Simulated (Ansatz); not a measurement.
## AlH2Br (SMILES [AlH2][Br]): methods side by side

AlH2Br has 4 atoms, charge 0, and is taken as a singlet. As SMILES, `[AlH2][Br]`. Geometry: relaxed at PBE0-D4/def2-TZVP.

Quantity: the electronic atomisation energy, in eV. The values are calculated. Electronic energies at fixed atoms, without zero-point motion or spin-orbit coupling.

```tsv
level	kind	program	value (eV)	less FCI/STO-3G
HF/STO-3G	Hartree–Fock	Ansatz	12.81	-0.67
PBE/STO-3G	GGA	Ansatz	15.22	+1.74
r2SCAN/STO-3G	meta-GGA	Ansatz	15.37	+1.89
B3LYP/STO-3G	global hybrid	Ansatz	15.07	+1.59
wB97M-V/STO-3G	range-separated hybrid	Ansatz	15.33	+1.85
B2PLYP/STO-3G	double hybrid	Ansatz	14.48	+1.00
MP2/STO-3G	perturbation theory	Ansatz	13.36	-0.12
CCSD(T)/STO-3G	coupled cluster or CI	Ansatz	13.48	0.00
CCSDT/STO-3G	coupled cluster or CI	Ansatz	13.48	0.00
FCI/STO-3G	exact in the basis	Ansatz	13.48	0.00
```

FCI/STO-3G is exact within its basis and frozen core, so for wave-function methods in that basis the difference is their error; functionals converge differently with the basis, so for them it is only a difference. All-electron rows without a relativistic Hamiltonian named are non-relativistic. The values span 12.81 to 15.37 eV. All rows use very small basis sets, so even the best lies far from the true value. In the correlated wave-function rows the outer d shell of Br is correlated, in sets not made for it.

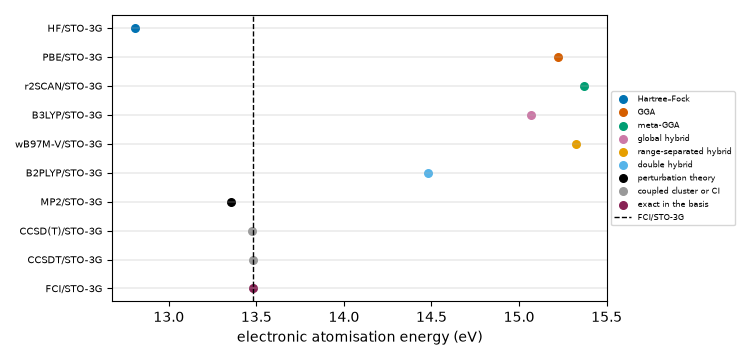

The values of the table, level by level.
